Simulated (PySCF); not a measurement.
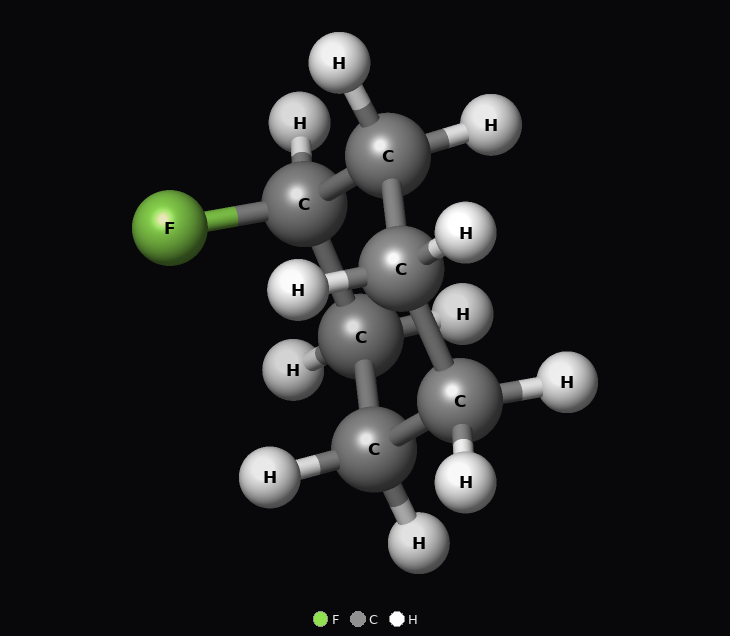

Ball-and-stick drawing of a structure. Every bond is drawn as one stick, whatever its order.

The geometry was computed by an optimisation with PBE0-D3(BJ)/def2-SVP. No frequency run is at hand to confirm it as a minimum.

Description:

It has 18 atoms: 6 carbon, 11 hydrogen and 1 fluorine (C6H11F). SMILES: `FC1CCCCC1`. Independent rings (smallest set): 1 of 6 members. Among its groups: C–F bond. This geometry has Cs symmetry. Coordination: 6 C tetrahedral.

The parts below concern this one geometry. Atoms keep their numbers from picture to picture.

## Shape

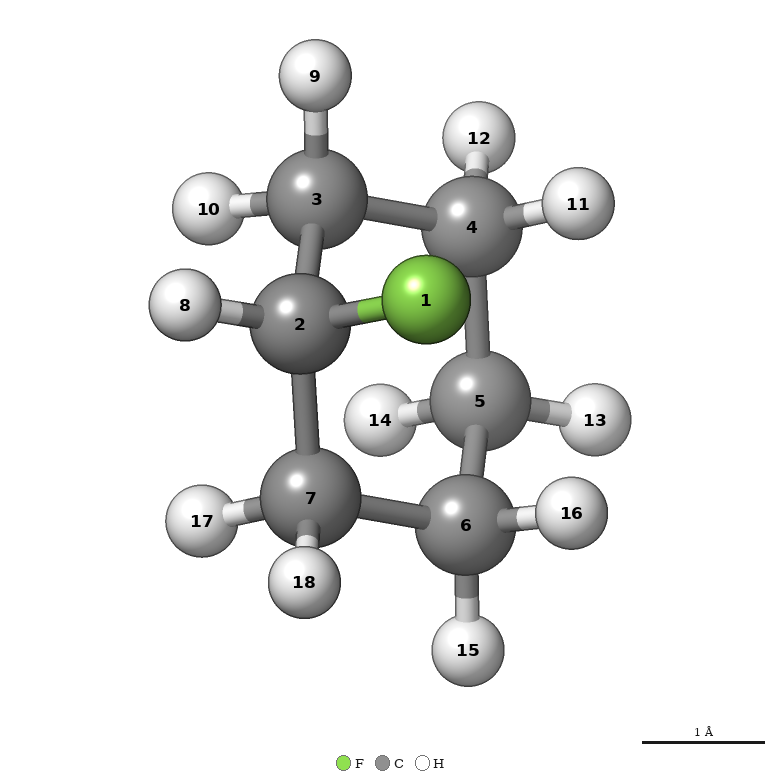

The atoms are numbered. No frequency run is at hand to confirm it as a minimum.

Which atoms are bonded, and how long are the bonds? Leave out bonds to hydrogen.

```json
{"bond": "F1–C2", "length (Å)": "1.390", "order": "single"}
{"bond": "C2–C3", "length (Å)": "1.519", "order": "single"}
{"bond": "C2–C7", "length (Å)": "1.518", "order": "single"}
{"bond": "C3–C4", "length (Å)": "1.526", "order": "single"}
{"bond": "C4–C5", "length (Å)": "1.526", "order": "single"}
{"bond": "C5–C6", "length (Å)": "1.526", "order": "single"}
{"bond": "C6–C7", "length (Å)": "1.526", "order": "single"}
```

## Dipole moment

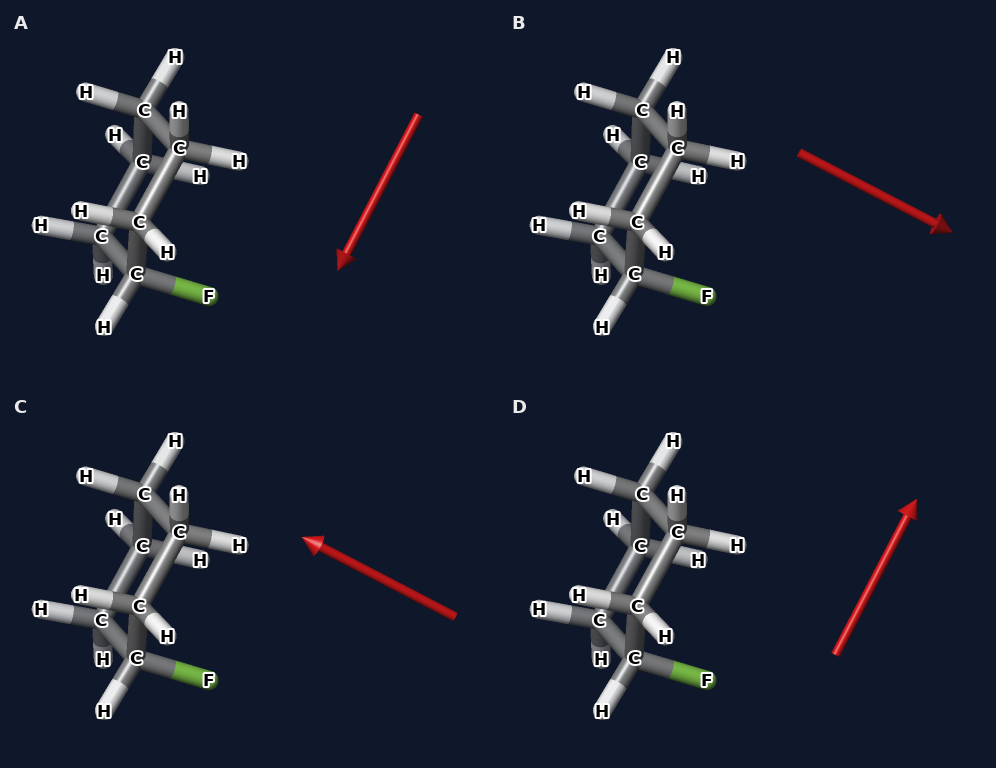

The same molecule four times, each with an arrow. No frequency run is at hand to confirm it as a minimum. Method: PBE0/def2-TZVP, gas phase (PySCF 2.14.0).

Which arrow points along the dipole moment, from the negative to the positive end?

C. The dipole moment is 1.68 D.

## Charges

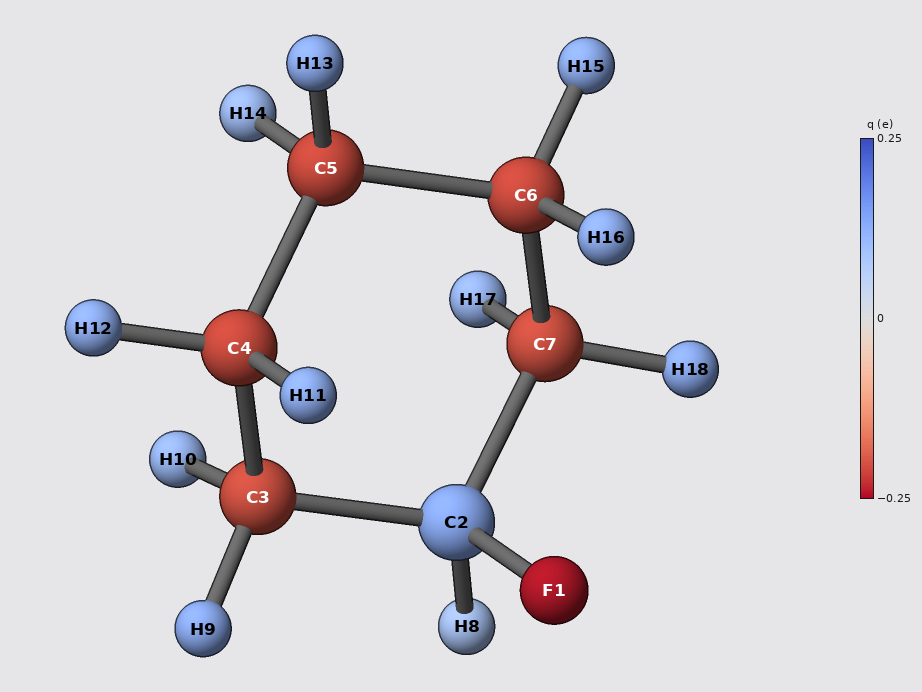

Atoms are coloured by their Mulliken charges. No frequency run is at hand to confirm it as a minimum. Method: PBE0/def2-TZVP, gas phase (PySCF 2.14.0).

Which atom carries the highest charge (most positive or least negative)?

C2 (0.12 e).

And the lowest?

F1 (−0.24 e).

Give the Mulliken charges atom by atom.

| atom | value (e) |
| --- | --- |
| F1 | −0.24 |
| C2 | 0.12 |
| C3 | −0.20 |
| C4 | −0.20 |
| C5 | −0.20 |
| C6 | −0.20 |
| C7 | −0.20 |
| H8 | 0.07 |
| H9 | 0.11 |
| H10 | 0.09 |
| H11 | 0.11 |
| H12 | 0.11 |
| H13 | 0.11 |
| H14 | 0.09 |
| H15 | 0.11 |
| H16 | 0.11 |
| H17 | 0.09 |
| H18 | 0.11 |

## NMR shielding

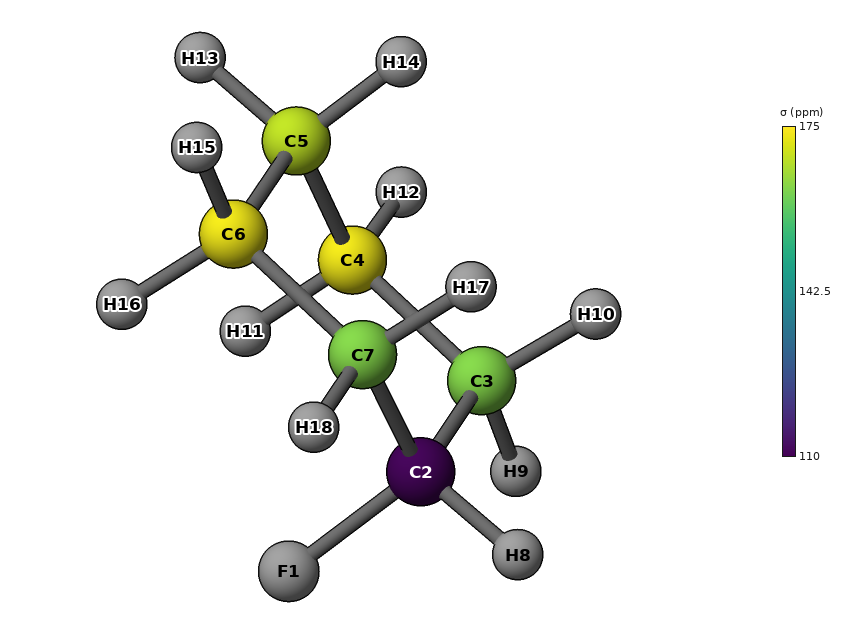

Atoms are coloured by their isotropic NMR shieldings (C only, the others grey). No frequency run is at hand to confirm it as a minimum. Properties computed with GIAO PBE0/cc-pVDZ NMR shielding, non-relativistic, gas phase (PySCF 2.14.0).

Give the isotropic NMR shieldings of the C atoms atom by atom.

```json
{"atom": "C2", "σ (ppm)": "111.2"}
{"atom": "C3", "σ (ppm)": "163.0"}
{"atom": "C4", "σ (ppm)": "173.4"}
{"atom": "C5", "σ (ppm)": "168.6"}
{"atom": "C6", "σ (ppm)": "173.5"}
{"atom": "C7", "σ (ppm)": "163.0"}
```

Mulliken values depend strongly on the basis set and can even reverse the polarity of a bond.
